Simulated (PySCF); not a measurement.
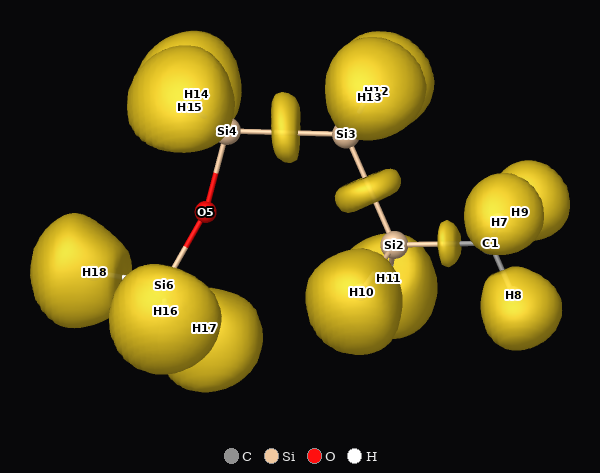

Figure 1: CH$_{12}$OSi$_{4}$. Isosurface of the ELF at 0.9 (yellow), seen across its widest extent. Core shells and regions of very low density are left out.

Geometry: GFN2-xTB.

Computed with B97-2/pcSseg-1, SCF density, in a dimethylsulfoxide solvent model, non-relativistic (PySCF).

Input file:

```
{"job": {"xc": "B97-2", "basis": "pcSseg-1", "solvent": "dimethylsulfoxide", "kind": "nmr", "pop": true}, "charge": 0, "multiplicity": 1}
C     -3.355945     0.695821    -0.153123
Si    -1.478172     0.552842    -0.436887
Si    -0.612318    -1.395983     0.494568
Si     1.687371    -1.513319     0.565137
O      2.155935    -0.154295    -0.203205
Si     2.992224     1.125756    -0.715956
H     -3.593021     0.696539     0.906916
H     -3.760237     1.609072    -0.580095
H     -3.884627    -0.139239    -0.603631
H     -0.865060     1.764813     0.131312
H     -1.260347     0.635154    -1.891013
H     -1.142252    -2.580594    -0.212161
H     -1.150567    -1.599609     1.856140
H      2.337870    -2.608012    -0.165741
H      2.319158    -1.475536     1.890941
H      2.915005     2.133576     0.340211
H      2.309801     1.537059    -1.939934
H      4.376424     0.722273    -0.959146
```

Command:

```sh
OMP_NUM_THREADS=1 python ens_run.py task.json out
```

**Identify the bonds, lone pairs and shells in this picture.**

The surface consists of one region between bonded C–Si atoms (shared pairs), two regions between bonded Si–Si atoms (shared pairs) and twelve regions around hydrogen nuclei. Along the contacts the grid gives the following. Si–O (1.61 Å): the ELF peaks at about 0.85 between the atoms: a polar covalent bond. C–Si (1.90 Å): the ELF peaks at about 0.95 between the atoms: a covalent bond.
